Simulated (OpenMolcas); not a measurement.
**One shape, several levels: CHF3O3S (triflic acid)**

Wanted: a comparison of 6 runs (HF/3-21G, HF/6-31G*, BHLYP/6-31G*, PBE/6-31G*, revPBE/6-31G*, MP2/6-31G*) of CHF3O3S (triflic acid). 

The results are computed with OpenMolcas 26.06.

## (1) The molecule

CHF3O3S: 9 atoms, total charge 0, spin state singlet. As SMILES, `O=S(=O)(O)C(F)(F)F`. The S2–C5 distance was set to 2.403 Å, away from the relaxed value.

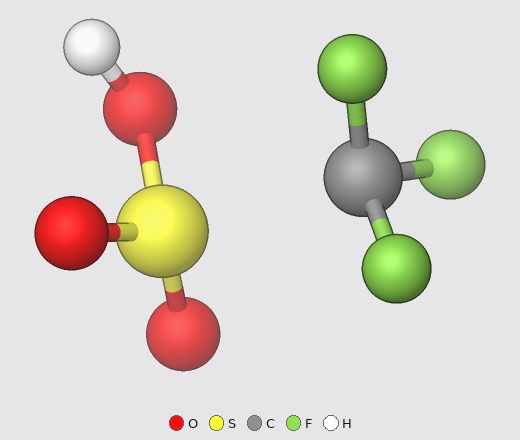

The structure, seen from a chosen angle (oxygen red, sulfur yellow, carbon grey, fluorine green, hydrogen white).

## (2) A single-point energy at HF/3-21G (run 1)

The input, calc.input:

```
* CHF3O3S Hartree-Fock
>>> EXPORT MOLCAS_PRINT=2
&gateway
baslib
$CurrDir
coord
9
angstrom
O        1.551503      -1.054580       1.261625
S        0.387113      -1.251650       0.470255
O        0.233093      -2.310360      -0.454085
O       -0.884127      -1.250660       1.404005
C        0.003130       0.796730      -0.725230
F       -0.076560       1.801740       0.138180
F        1.014380       1.004120      -1.547510
F       -1.120920       0.723830      -1.412290
H       -0.664557      -0.822710       2.244475
basis
3-21G
group
NoSym
&seward
&scf
thresholds
1e-10 1e-07 1e-07 1e-05
prorbitals
1 2
```

The basis set 3-21G is read from a file made from the Basis Set Exchange's data (not shown).

Command:

```sh
$ export MOLCAS_MEM=1860
$ pymolcas calc.input > calc.log
```

Output:

```text
--- Start Module: gateway ---
[...]
--- Stop Module: gateway /rc=_RC_ALL_IS_WELL_ ---
--- Start Module: seward ---
[...]
      Basis functions           78
--- Stop Module: seward /rc=_RC_ALL_IS_WELL_ ---
[...]
--- Start Module: scf ---
[...]
       Convergence after  18 Iterations
[...]
::    Total SCF energy                               -953.4853027723
[...]
      Total spin, S                                     0.0000000000
[...]
      Total electronic charge=   74.000000
      Total            charge=   -0.000000
[...]
      Dipole Moment (debye):
      Origin of the operator (angstrom)=    0.1512   -0.2538   -0.0643
                   X= -1.2243E+00               Y=  1.8946E+00               Z=  2.3376E+00           Total=  3.2485E+00
      Quadrupole Moment (debye*angstrom):
[...]
--- Stop Module: scf /rc=_RC_ALL_IS_WELL_ ---
[...]
```

Wall time 6.9 s (1 thread of Intel Xeon Platinum 8259CL at 2.50GHz (Skylake/Cascade Lake), shared host); peak memory 0.44 GiB.

## (3) A single-point energy at HF/6-31G(d) (spherical functions) (run 2)

The input, calc.inp:

```
* CHF3O3S Hartree-Fock

&GATEWAY
 BasLib=$CurrDir
 Coord
 9
 bohr
 O      2.93191575    -1.99286738     2.38412572
 S      0.73153755    -2.36527570     0.88865316
 O      0.44048193    -4.36594765    -0.85809629
 O     -1.67075789    -2.36340488     2.65318493
 C      0.00591484     1.50560150    -1.37048608
 F     -0.14467743     3.40479515     0.26112236
 F      1.91690039     1.89751180    -2.92437008
 F     -2.11823181     1.36784046    -2.66884131
 H     -1.25583072    -1.55469658     4.24144304
 Basis=6-31Gs
 Group=NoSym

&SEWARD

&SCF
 Thresholds=1e-10 1e-07 1e-07 1e-05
 PrOrbitals=0
```

The basis set 6-31G* is read from a file made from the Basis Set Exchange's data (not shown).

Command:

```sh
$ export MOLCAS_MEM=1860
$ pymolcas calc.inp > calc.log
```

Output:

```text
--- Start Module: gateway ---
[...]
--- Stop Module: gateway /rc=_RC_ALL_IS_WELL_ ---
--- Start Module: seward ---
[...]
      Basis functions          118
--- Stop Module: seward /rc=_RC_ALL_IS_WELL_ ---
[...]
--- Start Module: scf ---
[...]
       Convergence after  17 Iterations
[...]
::    Total SCF energy                               -958.6860955342
[...]
      Total spin, S                                     0.0000000000
[...]
      Total electronic charge=   74.000000
      Total            charge=   -0.000000
[...]
      Dipole Moment (debye):
      Origin of the operator (angstrom)=    0.1512   -0.2538   -0.0643
                   X= -1.4056E+00               Y=  1.9527E+00               Z=  2.0373E+00           Total=  3.1526E+00
      Quadrupole Moment (debye*angstrom):
[...]
--- Stop Module: scf /rc=_RC_ALL_IS_WELL_ ---
[...]
```

Run time: 28 s. Hardware: 1 thread of Intel Xeon Platinum 8259CL at 2.50GHz (Skylake/Cascade Lake), shared host; peak memory 0.74 GiB.

Run 3 isn't shown in full; the table further down has it.

## (4) A single-point energy at PBE/6-31G(d) (spherical functions) (run 4)

The input, input.xyz:

```xyz
9

O      1.551503    -1.054580     1.261625
S      0.387113    -1.251650     0.470255
O      0.233093    -2.310360    -0.454085
O     -0.884127    -1.250660     1.404005
C      0.003130     0.796730    -0.725230
F     -0.076560     1.801740     0.138180
F      1.014380     1.004120    -1.547510
F     -1.120920     0.723830    -1.412290
H     -0.664557    -0.822710     2.244475
```

The input, job.inp:

```
>>> EXPORT MOLCAS_PRINT=2

&GATEWAY
  BASLIB = $CurrDir
  COORD = input.xyz
  BASIS = 6-31Gs
  GROUP = NoSym

&SEWARD
  GRIDINPUT
  Grid=UltraFine
  End of Grid

&SCF
  KSDFT = PBE
  THRESHOLDS = 1e-10 1e-07 1e-07 1e-05
  PRORBITALS = 1 1
```

The basis set 6-31G* is read from a file made from the Basis Set Exchange's data (not shown).

Command:

```sh
$ export MOLCAS_MEM=1860
$ pymolcas job.inp > job.log
```

Output:

```text
--- Start Module: gateway ---
[...]
--- Stop Module: gateway /rc=_RC_ALL_IS_WELL_ ---
--- Start Module: seward ---
[...]
      Basis functions          118
--- Stop Module: seward /rc=_RC_ALL_IS_WELL_ ---
[...]
--- Start Module: scf ---
[...]
       Convergence after  22 Iterations
[...]
::    Total KS-DFT energy                            -961.2390085088
[...]
      Total spin, S                                     0.0000000000
[...]
      Total electronic charge=   74.000000
      Total            charge=   -0.000000
[...]
      Dipole Moment (debye):
      Origin of the operator (angstrom)=    0.1512   -0.2538   -0.0643
                   X= -1.2390E+00               Y=  1.8260E+00               Z=  1.7398E+00           Total=  2.8101E+00
      Quadrupole Moment (debye*angstrom):
[...]
--- Stop Module: scf /rc=_RC_ALL_IS_WELL_ ---
[...]
```

Run time: 80 s. Hardware: 1 thread of Intel Xeon Platinum 8259CL at 2.50GHz (Skylake/Cascade Lake), shared host; peak memory 0.74 GiB.

Run 5 isn't shown in full; the table further down has it.

## (5) A single-point energy at MP2/6-31G(d) (spherical functions) (run 6)

The input, calc.inp:

```
>>> EXPORT MOLCAS_PRINT=2

&GATEWAY
 BasLib=$CurrDir
 Coord
 9
 angstrom
 O        1.551503      -1.054580       1.261625
 S        0.387113      -1.251650       0.470255
 O        0.233093      -2.310360      -0.454085
 O       -0.884127      -1.250660       1.404005
 C        0.003130       0.796730      -0.725230
 F       -0.076560       1.801740       0.138180
 F        1.014380       1.004120      -1.547510
 F       -1.120920       0.723830      -1.412290
 H       -0.664557      -0.822710       2.244475
 Basis=6-31Gs
 Group=NoSym

&SEWARD

&SCF
 Thresholds=1e-10 1e-07 1e-07 1e-05
 PrOrbitals=1 2

&MBPT2
 Frozen=12
```

The basis set 6-31G* is read from a file made from the Basis Set Exchange's data (not shown).

Command:

```sh
$ export MOLCAS_MEM=1860
$ pymolcas calc.inp > calc.log
```

Output:

```text
--- Start Module: gateway ---
[...]
--- Stop Module: gateway /rc=_RC_ALL_IS_WELL_ ---
[...]
      Basis functions          118
[...]
--- Start Module: scf ---
[...]
       Convergence after  17 Iterations
[...]
::    Total SCF energy                               -958.6860955342
[...]
      Total spin, S                                     0.0000000000
[...]
      Total electronic charge=   74.000000
      Total            charge=   -0.000000
[...]
      Dipole Moment (debye):
      Origin of the operator (angstrom)=    0.1512   -0.2538   -0.0643
                   X= -1.4056E+00               Y=  1.9527E+00               Z=  2.0373E+00           Total=  3.1526E+00
      Quadrupole Moment (debye*angstrom):
[...]
--- Stop Module: scf /rc=_RC_ALL_IS_WELL_ ---
[...]
--- Start Module: mbpt2 ---
[...]
WARNING!
Default frozen orbitals as non valence orbitals is overwritten by user input.
Default values:  12
[...]
       Reference weight ( Cref**2 )         =        0.72772
::    Total MBPT2 energy                             -960.0106922960
[...]
      Total MBPT2 calculations                           1.42      1.61
--- Stop Module: mbpt2 /rc=_RC_ALL_IS_WELL_ ---
[...]
```

Wall time 31 s (1 thread of Intel Xeon Platinum 8259CL at 2.50GHz (Skylake/Cascade Lake), shared host); peak memory 0.74 GiB.

## (6) Overview of the runs

```tsv
run	level	integration grid	frozen core orbitals	energy (Eh)	dipole moment (D) of the reference	HOMO energy (eV)	LUMO energy (eV)	wall time
1	HF/3-21G	–	–	-953.485303	3.25	-11.58	0.04	6.9 s
2	HF/6-31G* (spherical functions)	–	–	-958.686096	3.15	-11.80	1.12	28 s
3	BHLYP/6-31G* (spherical functions)	UltraFine	–	-961.676010	2.98	-9.75	-1.58	68 s
4	PBE/6-31G* (spherical functions)	UltraFine	–	-961.239009	2.81	-6.89	-2.96	80 s
5	revPBE/6-31G* (spherical functions)	UltraFine	–	-961.699445	2.79	-6.82	-2.88	82 s
6	MP2/6-31G* (spherical functions)	–	12	-960.010692	3.15	-11.80	1.12	31 s
```

## (7) Results

```
                                           quantity          value
                                run 6: total energy  -960.01069 Eh
          run 6: dipole moment (mean-field density)         3.15 D
         run 6: HOMO energy (Hartree–Fock orbitals)      -11.80 eV
         run 6: LUMO energy (Hartree–Fock orbitals)        1.12 eV
       run 6: HOMO–LUMO gap (Hartree–Fock orbitals)       12.92 eV
run 6: correlation energy (12 core orbitals frozen)    -1324.6 mEh
```

**Reading.** Over runs 1, 2, 3, 4, 5 the dipole moment (its size) runs from 2.79 D (revPBE/6-31G*) to 3.25 D (HF/3-21G). The two ends differ in method and basis. Over runs 1, 2, 3, 4, 5 the HOMO–LUMO gap runs from 3.93 eV (PBE/6-31G*) to 12.92 eV (HF/6-31G*). Exact exchange widens orbital gaps. Totals of different functionals can't be ranked against each other. All runs together took 4.9 min, the longest 82 s.
